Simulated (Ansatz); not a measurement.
How basis sets differ on BBrCl2 (bromodichloroborane)

BBrCl2: 4 atoms, total charge 0, spin state singlet. SMILES: `ClB(Cl)Br`. Geometry: relaxed at PBE0-D4/def2-TZVP.

Quantity: the atomisation enthalpy at 298 K, in kJ/mol. The values are calculated. The thermal term (zero-point and 298 K enthalpy, harmonic and unscaled) is that of PBE0-D4/def2-TZVP; the spin-orbit lowering of the free atoms at 298 K, 21.6 kJ/mol by their spectra, is taken off.

**What was measured.** NIST-JANAF tables; in doubt, as an older value, an estimate or one at odds with other calculations gives the atomisation enthalpy at 298 K of the gas as 1262 kJ/mol.

```json
{"level": "MP2/LANL2DZ (core potential)", "kind": "perturbation theory", "program": "Ansatz", "value (kJ/mol)": "915", "computed − measured": "-347", "CPU time (all runs)": "0.32 s"}
{"level": "MP2/cc-pVDZ", "kind": "perturbation theory", "program": "Ansatz", "value (kJ/mol)": "1224", "computed − measured": "-38", "CPU time (all runs)": "4.4 s"}
{"level": "MP2/def2-mTZVP", "kind": "perturbation theory", "program": "Ansatz", "value (kJ/mol)": "1222", "computed − measured": "-40", "CPU time (all runs)": "2.3 s"}
{"level": "MP2/def2-mTZVPP", "kind": "perturbation theory", "program": "Ansatz", "value (kJ/mol)": "1237", "computed − measured": "-25", "CPU time (all runs)": "2.8 s"}
{"level": "MP2/def2-TZVP", "kind": "perturbation theory", "program": "Ansatz", "value (kJ/mol)": "1303", "computed − measured": "+41", "CPU time (all runs)": "4.8 s"}
{"level": "MP2/def2-QZVP", "kind": "perturbation theory", "program": "Ansatz", "value (kJ/mol)": "1328", "computed − measured": "+66", "CPU time (all runs)": "27 s"}
```

Nearest: MP2/def2-mTZVPP (-25 kJ/mol); farthest: MP2/LANL2DZ (core potential) (-347 kJ/mol). Wave-function methods converge slowly with the basis and bind too weakly in sets of this size; that is part of their error here. The measured heats of formation of B, Si, Al and metal atoms are uncertain by some kJ/mol each. All-electron rows without a relativistic Hamiltonian named are non-relativistic, while core potentials hold scalar relativity, so basis and relativity change together. In the correlated wave-function rows the outer d shell of Br is correlated, in sets not made for it. Without the sets that lack polarisation functions the rows with a basis span only 1222 to 1328 kJ/mol. In so small a basis fixed costs decide the times, and correlated methods can beat functionals. CPU times are rough (shared hosts, several kinds of processor and program).

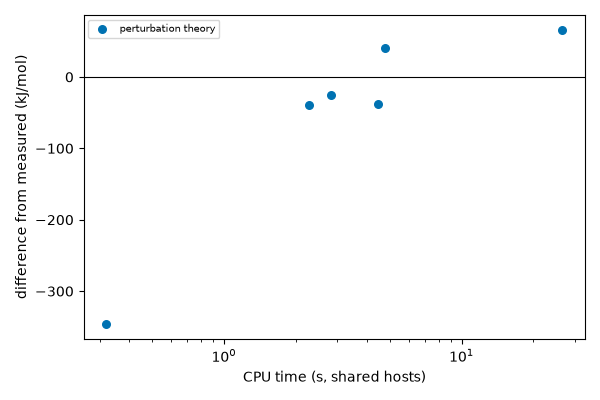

Difference from the measured value against processor time, one point a level.
